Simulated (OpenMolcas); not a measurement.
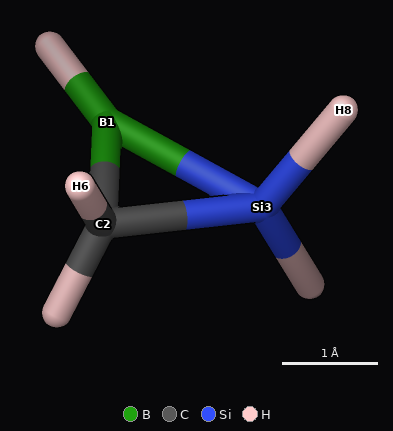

Fig. 1: The structure (stick view, seen at a tilt; atoms are numbered from 1 in the order of the input).

CH5BSi: single-point calculation (part 1 of 2)

System: CH5BSi.
Method: SOS-MP2/ANO-RCC-VDZP, RHF, DKH2 (OpenMolcas 26.06).

The geometry: force field.

### What the program printed
```
--- Start Module: gateway ---

                                              &GATEWAY

                       available to each process: 1.9 GB of memory, 1 thread

++    Symmetry information:
      ---------------------

                    Character Table for C1

                             E
                    a        1  x, y, xy, Rz, z, xz, Ry, yz, Rx, I
--

++    Basis set information:
      ----------------------

      Basis set label: B.ANO-RCC...3S2P1D.

      Electronic valence basis set:
      ------------------
      Associated Effective Charge   5.000000 au
      Associated Actual Charge      5.000000 au
      Nuclear Model: Point charge

      Shell  nPrim  nBasis  Cartesian Spherical Contaminant
         s      14       3        X
         p       9       2        X
         d       5       1                 X

      Basis set label: C.ANO-RCC...3S2P1D.

      Electronic valence basis set:
      ------------------
      Associated Effective Charge   6.000000 au
      Associated Actual Charge      6.000000 au
      Nuclear Model: Point charge

      Shell  nPrim  nBasis  Cartesian Spherical Contaminant
         s      14       3        X
         p       9       2        X
         d       4       1                 X

      Basis set label: SI.ANO-RCC...4S3P1D.

      Electronic valence basis set:
      ------------------
      Associated Effective Charge  14.000000 au
      Associated Actual Charge     14.000000 au
      Nuclear Model: Point charge

      Shell  nPrim  nBasis  Cartesian Spherical Contaminant
         s      17       4        X
         p      12       3        X
         d       5       1                 X

      Basis set label: H.ANO-RCC...2S1P.

      Electronic valence basis set:
      ------------------
      Associated Effective Charge   1.000000 au
      Associated Actual Charge      1.000000 au
      Nuclear Model: Point charge

      Shell  nPrim  nBasis  Cartesian Spherical Contaminant
         s       8       2        X
         p       4       1        X
--

++    Molecular structure info:
      -------------------------

                    ************************************************
                    **** Cartesian Coordinates / bohr, angstrom ****
                    ************************************************

     Center  Label                x              y              z                     x              y              z
        1      B1              -1.688848       0.390606      -1.064861             -0.893700       0.206700      -0.563500
        2      C2               0.271554       1.489482       0.808614              0.143700       0.788200       0.427900
        3      SI3              1.097931      -1.682612       0.143808              0.581000      -0.890400       0.076100
        4      H4              -3.486923       0.777811      -2.315103             -1.845200       0.411600      -1.225100
        5      H5              -0.466195       1.822830       2.704954             -0.246700       0.964600       1.431400
        6      H6               1.531812       2.978775      -0.034582              0.810600       1.576300      -0.018300
        7      H7               0.090896      -3.709721       1.711525              0.048100      -1.963100       0.905700
        8      H8               2.824007      -2.175264      -2.059801              1.494400      -1.151100      -1.090000

                    ***************************************
                    *    InterNuclear Distances / bohr    *
                    ***************************************

               1 B1            2 C2            3 SI3           4 H4            5 H5            6 H6
    1 B1       0.000000
    2 C2       2.925852        0.000000
    3 SI3      3.677670        3.344704        0.000000
    4 H4       2.223984        4.938646        5.755068        0.000000
    5 H5       4.213982        2.061917        4.614551        5.951288        0.000000
    6 H6       4.258256        2.125376        4.684934        5.935715        3.582360        0.000000
    7 H7       5.261986        5.280114        2.753367        7.010882        5.648573        7.061240
    8 H8       5.285779        5.307842        2.842172        6.972350        7.036553        5.686422

               7 H7            8 H8
    7 H7       0.000000
    8 H8       4.903811        0.000000

                    *******************************************
                    *    InterNuclear Distances / angstrom    *
                    *******************************************

               1 B1            2 C2            3 SI3           4 H4            5 H5            6 H6
    1 B1       0.000000
    2 C2       1.548294        0.000000
    3 SI3      1.946139        1.769941        0.000000
    4 H4       1.176882        2.613419        3.045451        0.000000
    5 H5       2.229943        1.091119        2.441915        3.149286        0.000000
    6 H6       2.253372        1.124701        2.479160        3.141045        1.895703        0.000000
    7 H7       2.784523        2.794116        1.457019        3.709999        2.989096        3.736648
    8 H8       2.797114        2.808789        1.504012        3.689609        3.723583        3.009125

               7 H7            8 H8
    7 H7       0.000000
    8 H8       2.594985        0.000000

                    **************************************
                    *    Valence Bond Angles / degree    *
                    **************************************
                          Atom centers                 Phi
                      2 C2       1 B1       4 H4       146.75
                      1 B1       2 C2       5 H5       114.20
                      1 B1       2 C2       6 H6       113.98
                      5 H5       2 C2       6 H6       117.63
                      7 H7       3 SI3      8 H8       122.41

           ***************************************************************
           *              Valence Dihedral Angles / degree               *
           ***************************************************************
                    Atom centers                       Phi1     Phi2     Theta
           4 H4       1 B1       2 C2       5 H5        146.75   114.20    73.36
           4 H4       1 B1       2 C2       6 H6        146.75   113.98   -65.78
--

            Nuclear Potential Energy             90.32878939 au

--- Stop Module: gateway /rc=_RC_ALL_IS_WELL_ ---

--- Start Module: seward ---

                                              &SEWARD

                       available to each process: 1.9 GB of memory, 1 thread

               SEWARD will generate:
                  Multipole Moment integrals up to order  2
                  Kinetic Energy integrals
                  Nuclear Attraction integrals (point charge)
                  One-Electron Hamiltonian integrals
                  Velocity integrals
                  Relativistic Douglas-Kroll-Hess integrals:
                    - Parametrization         : EXP
                    - DKH order of Hamiltonian: 2
                    - DKH order of Properties : 0
                         - multipole moment operators
                         - electric potential operators
                         - contact operators
                  Orbital angular momentum around (  0.2834  -0.4499   0.0359 )
                  Velocity quadrupole around (  0.2834  -0.4499   0.0359 )
                  Atomic mean-field integrals
                  Cholesky decomposed two-electron repulsion integrals
                   - CD Threshold:   1.00E-08

                   Integrals are discarded if absolute value <: 1.00E-40
                   Integral cutoff threshold is set to       <: 1.00E-40

            Nuclear Potential Energy             90.32878939 au

      Basis set specifications :
      Symmetry species         a
      Basis functions           71

--- Stop Module: seward /rc=_RC_ALL_IS_WELL_ ---
--- Module seward spent 10 seconds ---

--- Start Module: scf ---

                                                &SCF

                       available to each process: 1.9 GB of memory, 1 thread

++    Input section:
      --------------

      Header of the integral files:

      Cartesian coordinates in angstrom:
      -----------------------------------------------------
      No.  Label        X            Y            Z
      -----------------------------------------------------
       1   B1        -0.89370000   0.20670000  -0.56350000
       2   C2         0.14370000   0.78820000   0.42790000
       3   SI3        0.58100000  -0.89040000   0.07610000
       4   H4        -1.84520000   0.41160000  -1.22510000
       5   H5        -0.24670000   0.96460000   1.43140000
       6   H6         0.81060000   1.57630000  -0.01830000
       7   H7         0.04810000  -1.96310000   0.90570000
       8   H8         1.49440000  -1.15110000  -1.09000000
      -----------------------------------------------------
      Nuclear repulsion energy =   90.32878939
--

++    Orbital specifications:
      -----------------------

      Symmetry species               1
                                     a
      Frozen orbitals                0
      Occupied orbitals             15
      Secondary orbitals            56
      Deleted orbitals               0
      Total number of orbitals      71
      Number of basis functions     71
--

      Molecular charge                           0.000

++    Optimization specifications:
      ----------------------------

      SCF Algorithm: LK-Cholesky
      LK screening threshold:                     4.50E-02
      Local-Exchange (LK) algorithm.
       - the density matrix is decomposed
      The actual AO density is used
      Number of density matrices in core                 5
      Maximum number of NDDO SCF iterations            400
      Maximum number of HF SCF iterations              400
      Threshold for SCF energy change             1.00E-09
      Threshold for density matrix                1.00E-04
      Threshold for Fock matrix                   1.50E-04
      Threshold for linear dependence             1.00E-09
      Threshold at which DIIS is turned on        1.50E-01
      Maximum depth in the DIIS procedure                5
      Maximum depth in the BFGS Hessian update          30
      Threshold at which QNR/C2DIIS is turned on  7.50E-02
      Threshold for Norm(delta) (QNR/C2DIIS)      1.00E-03
      All orbitals punched on: SCFORB
--

      Input vectors read from INPORB
      Orbital file label: *Guess orbitals

++ Convergence information
                                   SCF        iterations: Energy and convergence statistics

Iter     Tot. SCF        One-elec.       Two-elec.     Energy      Max Dij or  Max Fij      DNorm      TNorm      AccCon     Time
         Energy          Energy          Energy        Change      Delta Norm                                                in Sec.
   1  -354.644653452  -663.094551536   218.121108696   0.00E+00    1.63E-01*   9.10E-02*    7.08E+00   1.04E+02   None         0.
   2  -354.912378083  -669.583507022   224.342339551  -2.68E-01*   9.64E-02*   3.67E-02*    7.00E+00   1.05E+02   EDIIS        0.
   3  -354.934718621  -667.741244468   222.477736459  -2.23E-02*   3.22E-02*   1.19E-02*    7.02E+00   1.05E+02   c2DIIS       0.
   4  -354.938271800  -668.367127839   223.100066650  -3.55E-03*   1.60E-02*   4.96E-03*    7.02E+00   1.05E+02   QNRc2DIIS    0.
   5  -354.938709178  -668.236248443   222.968749876  -4.37E-04*   8.24E-03*   2.43E-03*    7.03E+00   1.05E+02   QNRc2DIIS    0.
   6  -354.938807597  -668.277405373   223.009808388  -9.84E-05*   1.36E-03*   2.71E-04*    7.03E+00   1.05E+02   QNRc2DIIS    0.
   7  -354.938809838  -668.281981480   223.014382253  -2.24E-06*   7.08E-04    8.82E-05     7.03E+00   1.05E+02   QNRc2DIIS    0.
   8  -354.938810209  -668.281131845   223.013532248  -3.70E-07*   1.22E-04    3.36E-05     7.03E+00   1.05E+02   QNRc2DIIS    0.
   9  -354.938810229  -668.281213157   223.013613539  -2.06E-08*   5.35E-05    5.99E-06     7.03E+00   1.05E+02   QNRc2DIIS    0.
  10  -354.938810232  -668.281233707   223.013634086  -2.89E-09*   9.61E-06    2.02E-06     7.03E+00   1.05E+02   QNRc2DIIS    0.
  11  -354.938810232  -668.281194987   223.013595367  -1.07E-10    1.52E-06    1.35E-06     7.03E+00   1.05E+02   QNRc2DIIS    0.

       Convergence after  11 Iterations
--
```
